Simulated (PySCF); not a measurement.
# C$_{3}$H$_{9}$Tl, SMILES `C[Tl](C)C`: electronic structure

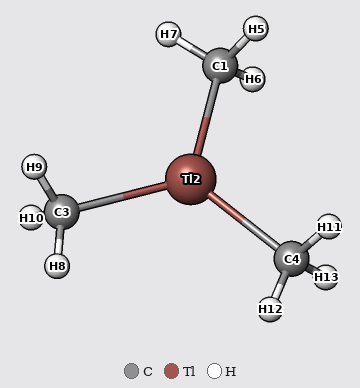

The molecule, with its atoms numbered as below. No frequency check shows the geometry to be a minimum.

Geometry (Å), atoms numbered from 1:

```
C1       0.4993    2.2785    0.0005
Tl2     -0.0024   -0.0034   -0.0002
C3      -2.2324   -0.7049    0.0005
C4       1.7487   -1.5511    0.0006
H5       1.0862    2.5260    0.8798
H6       1.0862    2.5259   -0.8799
H7      -0.4003    2.8838    0.0030
H8      -2.3092   -1.7863    0.0014
H9      -2.7374   -0.3179    0.8802
H10     -2.7374   -0.3179   -0.8804
H11      2.3673   -1.4015    0.8802
H12      1.3825   -2.5716    0.0019
H13      2.3674   -1.4016   -0.8801
```

### 1. Bonding charge

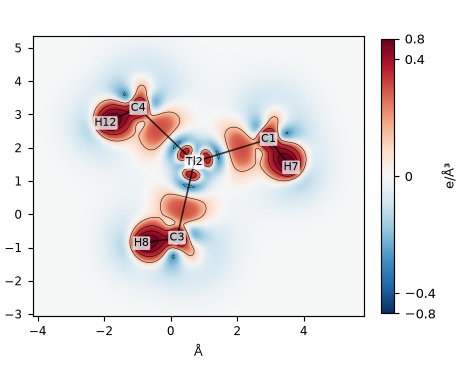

Deformation density (molecule less spherical, spin-averaged free atoms) in the plane of C1, Tl2, C3, C4, H7, H8 and H12; colour scale in e/Å³, logarithmic beyond ±0.1; red: gain, blue: loss.

PySCF calculation, PBE0/def2-TZVP, gas phase; geometry: GFN2-xTB. Core potentials replace the inner electrons of Tl; spin–orbit coupling isn't included.

> How much density has each bond in this plane gained at its critical point, relative to the free atoms?

C3–H8: +0.70 e/Å³ at the bond critical point (bond length 1.08 Å, Mayer order 1.0). C4–H12: +0.70 e/Å³ at the bond critical point (bond length 1.08 Å, Mayer order 1.0). C1–H7: +0.70 e/Å³ at the bond critical point (bond length 1.08 Å, Mayer order 1.0). Tl2–C4: +0.12 e/Å³ at the bond critical point (bond length 2.34 Å, Mayer order 0.8). Tl2–C3: +0.12 e/Å³ at the bond critical point (bond length 2.34 Å, Mayer order 0.8). C1–Tl2: +0.12 e/Å³ at the bond critical point (bond length 2.34 Å, Mayer order 0.8). In all, 2.7 electrons gather in the regions of gain relative to the promolecule. A small or negative value marks a very polar bond, one between electron-rich atoms, whose free-atom densities already overlap strongly, a long bond to a heavier atom, or a closed-shell contact such as a hydrogen bond.

> Where do the Hirshfeld charges lie?

The highest Hirshfeld charge is on Tl2 (+0.51 e), the lowest on C1 (−0.24 e).

```
atom  charge (e)
  C1       −0.24
 Tl2       +0.51
  C3       −0.24
  C4       −0.24
  H5       +0.03
  H6       +0.03
  H7       +0.02
  H8       +0.02
  H9       +0.03
 H10       +0.03
 H11       +0.03
 H12       +0.02
 H13       +0.03
```

### 2. Bond critical points

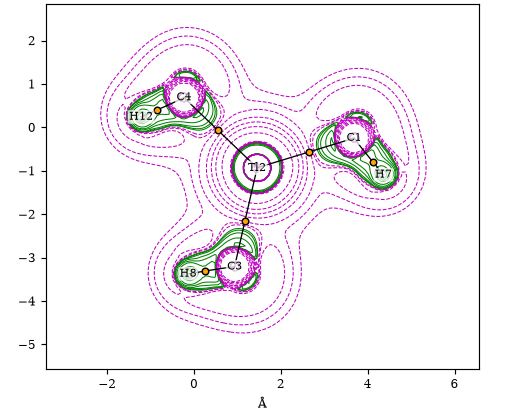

Negative Laplacian of the density (−∇²ρ) in the plane of C1, Tl2, C3, C4, H7, H8 and H12 (solid green lines positive, dashed magenta lines negative, contours at ±0.02 to ±8 a.u.), with bond paths and bond critical points (dots).

> At which bond critical points in this plane is charge locally concentrated, and at which depleted?

Concentrated (∇²ρ < 0): C3–H8 (−0.95 a.u.); C4–H12 (−0.94 a.u.); C1–H7 (−0.94 a.u.). Depleted (∇²ρ > 0): C1–Tl2 (+0.10 a.u., H = −0.023); Tl2–C4 (+0.10 a.u., H = −0.023); Tl2–C3 (+0.10 a.u., H = −0.023).

> Where along C4–H12 does the critical point lie?

0.69 Å from C4 and 0.39 Å from H12.

### 3. Electrostatic potential

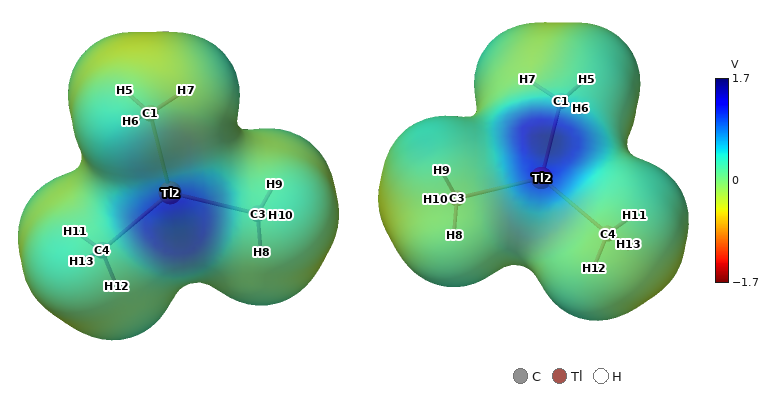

Electrostatic potential on the surface of electron density 0.001 a.u. (back view left, front view right).

> Where are the extremes of the potential on the surface?

Highest: 1.61 V, over Tl2, off the plane of its three bonds (2.1 Å), and at like points elsewhere. Further maxima include 0.38 V, 1.4 Å from H10, and at like points elsewhere; 0.38 V, 1.4 Å from H6. Lowest: −0.40 V, near H6 (1.88 Å), H7 (1.94 Å), H5 (1.96 Å) and C1 (2.02 Å). Further minima include −0.23 V, near H6 (1.83 Å), H5 (1.90 Å) and C1 (2.00 Å), and at like points elsewhere. The surface is sampled at points, so like sites can differ by a few per cent and only the strongest of them is named.

### 4. In an electric field

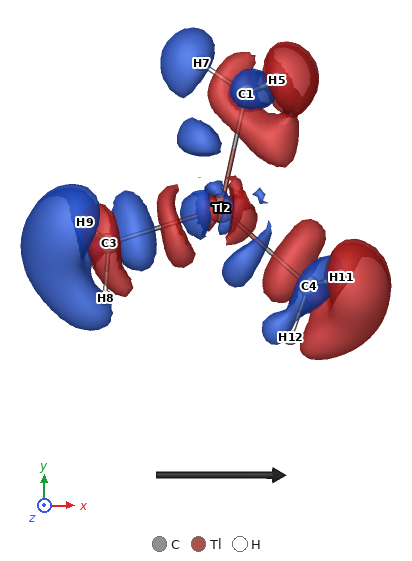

Change of the electron density in a uniform field of 0.21 V/Å along +x (arrow), surfaces at ±0.0015 e/Å³ (blue: gain, red: loss).

Method: PBE0/def2-TZVP; geometry: GFN2-xTB; program: PySCF. Core potentials replace the inner electrons of Tl; spin–orbit coupling isn't included. A basis without diffuse functions makes polarisabilities too small.

> How large is the response?

The induced dipole is 1.08 D (along the field); α along this axis, from the fields in both directions, is 106 bohr³ (15.8 Å³).

> Which atoms gain and lose the most charge?

Electrons gather most on C3 (Hirshfeld charge changes by −0.012 e) and leave C4 most (+0.010 e); 0.078 electrons are displaced in all.
